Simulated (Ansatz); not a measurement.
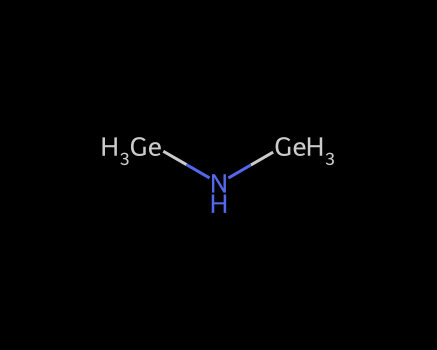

A structural formula.

> Give its SMILES.

[GeH3][NH][GeH3]

> Give the formula, hydrogens included.

Ge2H7N.

> An optimisation with PBE0-D4/def2-TZVP gave a structure of which point group?

Cs.

More results for the same structure follow; atom numbers are the same in all pictures, views and colours differ. The computed structure is the end point of a PBE0-D4/def2-TZVP optimisation.

**Geometry**

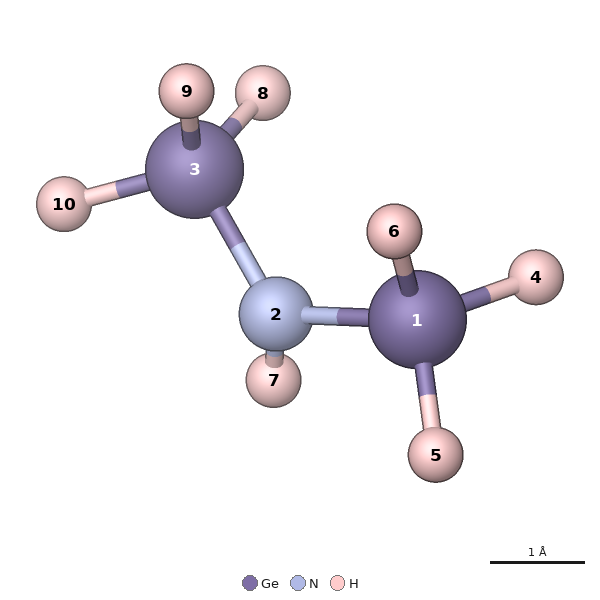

Numbered structure.

> Describe the coordination of atom 1.

Ge1 has 4 neighbours (N2 at 1.84, H4 at 1.55, H5 at 1.54, H6 at 1.54 Å); the arrangement is tetrahedral.

**Levels of theory compared**

Program: Ansatz 0.2.0.

Tabulate HOMO energy (eV) at these levels: CAM-B3LYP-D4/def2-TZVPP; PBE0-D4/def2-QZVPP; SPW92 (LDA)/def2-TZVPP; revPBE-D4/def2-TZVPP; ωB97M-V/def2-QZVPP; ωB97M-V/def2-SVP; ωB97M-V/def2-TZVPP; ωB97X-V/def2-TZVPP.

| level | HOMO energy (eV) |
| --- | --- |
| CAM-B3LYP-D4/def2-TZVPP | −8.46 |
| PBE0-D4/def2-QZVPP | −7.12 |
| SPW92 (LDA)/def2-TZVPP | −5.84 |
| revPBE-D4/def2-TZVPP | −5.71 |
| ωB97M-V/def2-QZVPP | −9.40 |
| ωB97M-V/def2-SVP | −9.23 |
| ωB97M-V/def2-TZVPP | −9.38 |
| ωB97X-V/def2-TZVPP | −9.49 |

**Vibrations**

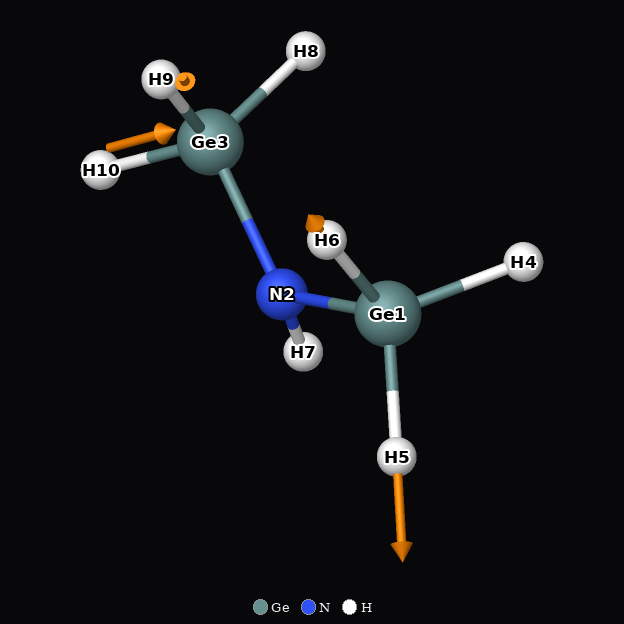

The arrows show one normal mode. Harmonic vibrations computed with RKS PBE0-D4/def2-TZVP (Ansatz 0.2.0) at a stationary point of the same level.

> What kind of motion is it?

Mostly out-of-phase stretching of 2 Ge–H bonds.

> At what wavenumber does it lie?

2151 cm⁻¹; it is mode 20 of 24 counted from the lowest.

**Charges**

The questions are on Mulliken charges. Level of theory: RKS B3LYP-D4/def2-TZVPP (Ansatz 0.2.0).

List the Mulliken charges.

```csv
atom,value (e)
Ge1,0.22
N2,−0.43
Ge3,0.22
H4,−0.03
H5,−0.02
H6,−0.01
H7,0.11
H8,−0.03
H9,−0.01
H10,−0.02
```

Mulliken values depend strongly on the basis set and can even reverse the polarity of a bond.
